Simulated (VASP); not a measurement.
Band structure of CuI (zinc blende). Calculation: PBEsol GGA with spin-orbit coupling, VASP's PBE PAW potentials (set 64) (plane waves; VASP).

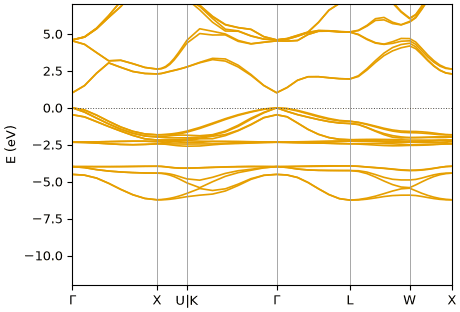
*Bands along high-symmetry lines, zero at the valence-band maximum or, without a gap, the Fermi level*

Q: Read the plot: is there a gap, and where are the band edges?

A: The gap is direct, 1.02 eV, from the valence maximum at Γ to the conduction minimum at Γ.

Measured: gap 3.12 eV (computed value off by -2.10 eV), as given by Abedi et al., (2022), arXiv:2211.14644.

The compound is CuI in the zinc blende structure. It was relaxed first, which changed the volume by -5 %.
